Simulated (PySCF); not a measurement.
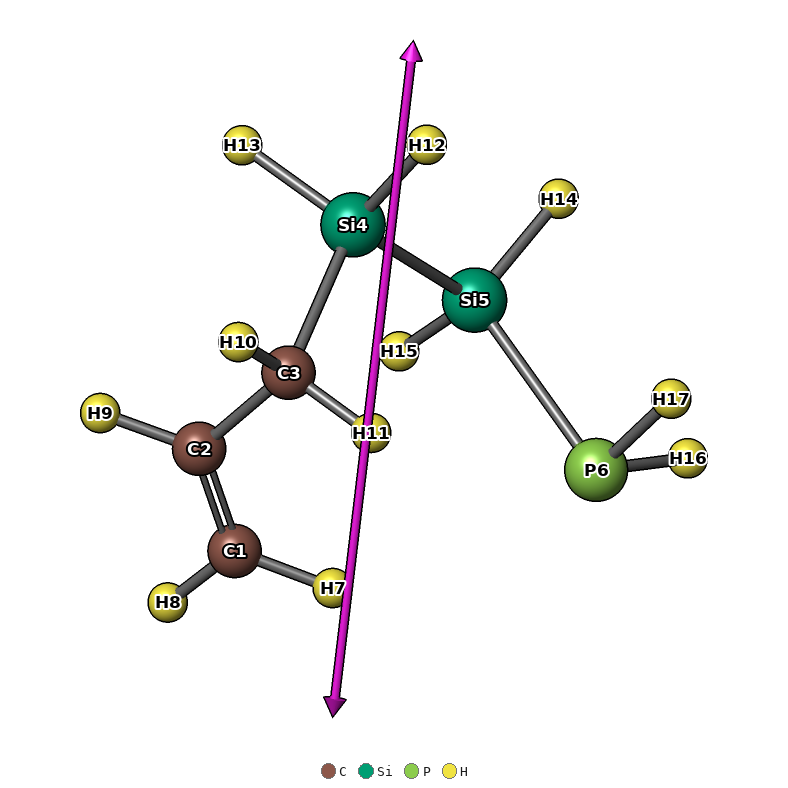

The double arrow shows the direction of the transition dipole to excited singlet state 5 (its length means nothing). The computed structure is the end point of a GFN2-xTB optimisation. No frequency run is at hand to confirm it as a minimum. Properties computed with TDDFT PBE0/def2-SVPD, vertical, gas phase, core orbitals frozen in the response (PySCF 2.14.0).

Question: Where does the transition lie, and how strong is it?

Answer: 6.49 eV (191 nm), oscillator strength 0.058, mainly HOMO → LUMO+2 (weight 0.52); transition dipole 1.54 D.

The geometry is semi-empirical. Around P, Si such bond lengths and angles can be off by a tenth of an ångström or more and by several degrees, and values that hang on the shape move with them.
